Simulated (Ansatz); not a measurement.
SiH5OF: several calculations on one system

### Relaxation

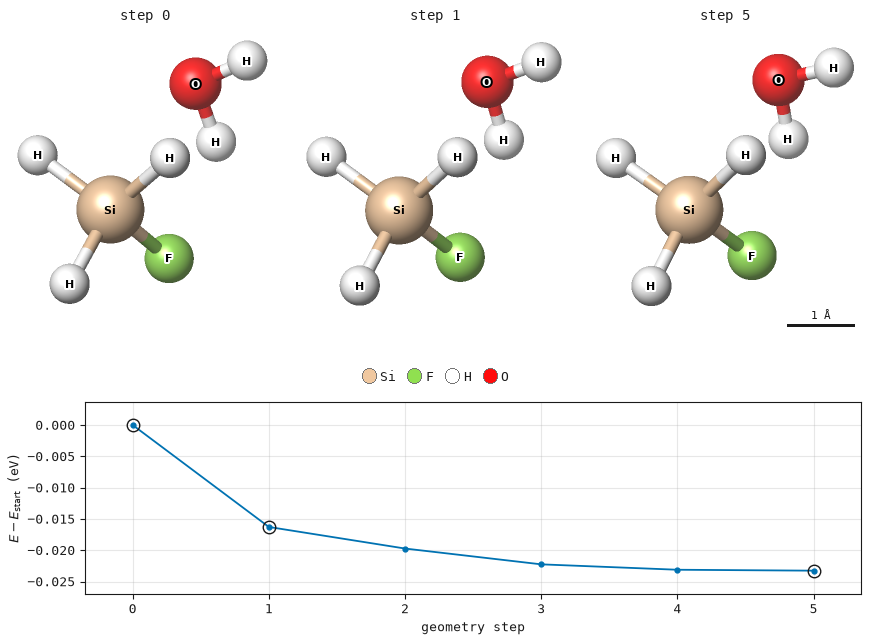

Frames of a relaxation of SiH5OF, marked on the history of the run. Style: ball-and-stick. Shown from a free direction.

The run prepares an end point of a later path (reaction) calculation, from a guessed geometry.

Level of theory: Ansatz 0.2.0, RKS B3LYP-D4/def2-SVP.

The input:
```yaml
crystal:
  periodic: [false, false, false]
  atoms:
    - { symbol: Si, position_ang: [0.294982, 0.035985, -0.110534] }
    - { symbol: F, position_ang: [0.208802, -0.077637, 1.500634] }
    - { symbol: H, position_ang: [1.757036, 0.038499, -0.420762] }
    - { symbol: H, position_ang: [-0.293245, 1.304622, -0.597301] }
    - { symbol: H, position_ang: [-0.304465, -1.17366, -0.731479] }
    - { symbol: O, position_ang: [-2.424538, 0.075073, 0.839975] }
    - { symbol: H, position_ang: [-2.786222, -0.808957, 0.692615] }
    - { symbol: H, position_ang: [-1.903349, -0.023625, 1.670152] }
basis:
  gaussian: { orbitals: def2-SVP }
hamiltonian:
  xc: b3lyp
  dispersion: d4
relax:
  f_tol: 0.03
  max_steps: 50
```

Launched with:
```bash
ansatz run input.yaml --threads 1 --pin off --max-ram 2048MiB --backend cpu --events-out ev --progress --plain --runs-dir out
```

**What happens along the run?**

The largest move after the best rigid fit is that of H7, 0.15 Å. Largest moves by element: H 0.15 Å, O 0.07 Å, F 0.06 Å, Si 0.03 Å. Near-neighbour distances that change, for instance: Si1–F2 1.617 → 1.644 Å, O6–H8 0.985 → 0.969 Å, Si1–H3 1.495 → 1.491 Å. After 5 geometry steps the energy has fallen by 0.023 eV. The largest force component goes from 0.88 to 0.0089 eV/Å. From step 0 to 1: H7 moves most (0.07 Å), energy −0.016 eV. From step 1 to 5: H7 moves most (0.09 Å), energy −0.007 eV.

### Relaxation

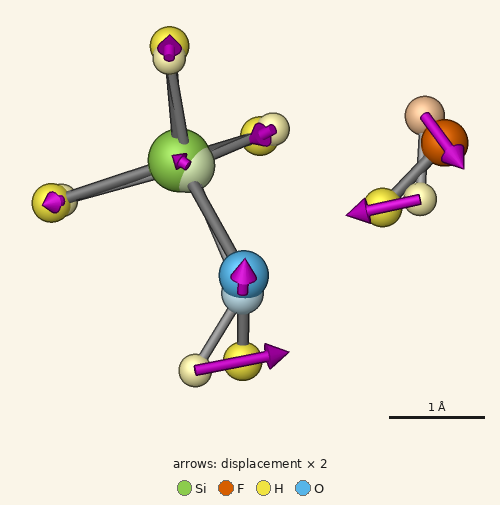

A relaxation of SiH5OF. The starting structure is drawn faded, the final one solid; purple arrows show the displacements, 2 times their true length. The two geometries are superimposed by the best rigid fit.

A ball-and-stick model, seen at a tilt.

The run prepares an end point of a later path (reaction) calculation, from a guessed geometry.

Level of theory: RKS B3LYP-D4/def2-SVP (Ansatz). Set-up: no spin polarisation; force threshold 0.03 eV/Å; at most 50 steps.

Describe the change and its energy.

After 13 accepted moves (15 points after the start) the energy has fallen by 16.7 kJ/mol. Largest force component: 0.29 eV/Å at the start, 0.0041 eV/Å at the end. The line search rejected the trial steps at points 3, 11 of the run. The forces were under the threshold at step 13, but the run went on from there. The largest move after the best rigid fit is that of an H atom, 0.52 Å. Largest moves by element: H 0.52 Å, F 0.41 Å, O 0.22 Å, Si 0.11 Å. Among the contacts that change: F–H 0.927 → 0.943 Å, O–Si 1.683 → 1.698 Å, H–Si 1.499 → 1.492 Å. Bond angles that change, for instance: H–Si–O 109.9° → 105.9°, H–Si–H 108.1° → 110.6°. Groups turn about O–Si by about 40°. The run took 29 s on 1 thread of Arm Neoverse V2, on a shared host, peak memory 0.14 GiB.

Limits of the set-up: the start holds two separate molecules, 2.2 Å apart at their closest, whose relative position is a soft coordinate.

### Path

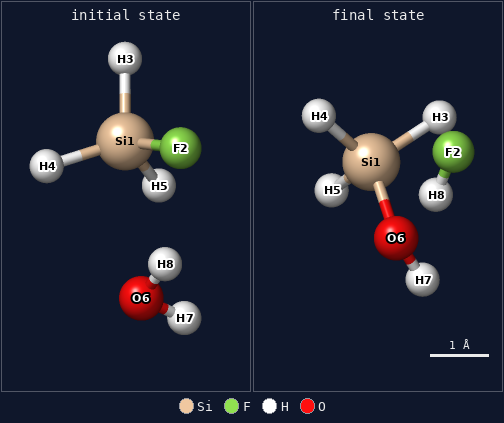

The two relaxed end points of a path for SiH5OF. Style: ball-and-stick. Shown from a free direction.

Computed with RKS B3LYP-D4/def2-SVP (Ansatz).

Run with 9 movable images; climbing image; force threshold 0.05 eV/Å; iteration limit 60.

Start:
```xyz
8

Si    0.3125    0.0356   -0.1335
F     0.1580   -0.1140    1.4961
H     1.7797    0.0114   -0.3957
H    -0.2552    1.3298   -0.5787
H    -0.3131   -1.1344   -0.7988
O    -2.4881    0.0438    0.8377
H    -2.7296   -0.8921    0.7983
H    -1.9151    0.0902    1.6179
```

End:
```xyz
8

Si   -0.2950   -0.1203   -0.4600
F    -0.5425    0.8525    2.5002
H     0.9139   -0.7796    0.1030
H    -0.1199    1.3464   -0.5489
H    -0.5772   -0.6990   -1.8058
O    -1.6500   -0.3685    0.5331
H    -2.0161   -1.2614    0.5680
H    -1.1642    0.4001    1.9537
```

Predict the minimum-energy path and its barrier.

Forward barrier 112.4 kJ/mol, backward barrier 82.4 kJ/mol, with image 5 at the top; the reaction energy is +30.0 kJ/mol. Breaking: O6–H8 (0.97 → 1.11 at the top → 1.69 Å), Si1–F2 (1.64 → 1.96 at the top → 3.13 Å). Forming: F2–H8 (2.09 → 1.26 at the top → 0.94 Å), Si1–O6 (2.96 → 1.87 at the top → 1.70 Å). The band is converged. At the top, the vibrational analysis gives one imaginary mode (635i cm⁻¹), as a transition state must have.

Energies of the converged images:

```
image  path (Å)  E (kJ/mol)
    0      0.00         0.0
    1      0.60         3.4
    2      1.19        11.1
    3      1.79        41.3
    4      2.39        79.7
    5      2.98       112.4
    6      3.25        91.3
    7      3.53        58.6
    8      3.80        38.3
    9      4.07        31.1
   10      4.35        30.0
```

The geometry at the top of the path:

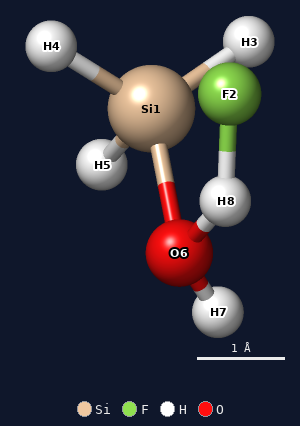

The run took 3.5 min on 1 thread of Arm Neoverse V2, on a shared host, peak memory 0.13 GiB.
